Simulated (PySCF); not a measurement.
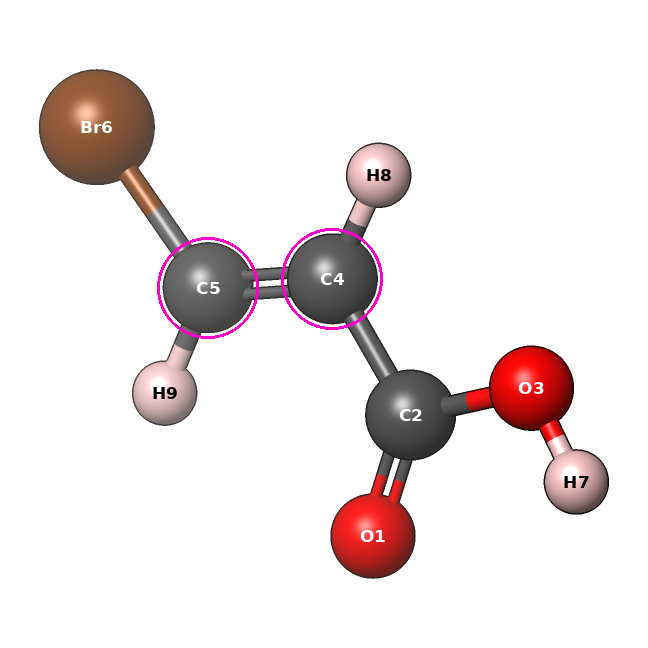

Atoms fade into the background with distance from the viewer. Circles mark the stereogenic atoms. The geometry was computed by an optimisation with PBE0-D3(BJ)/def2-SVP. No frequency run is at hand to confirm it as a minimum.

> Give the R/S and E/Z labels.

C4=C5: E.

> Give a SMILES with the stereochemistry.

O=C(O)/C=C/Br
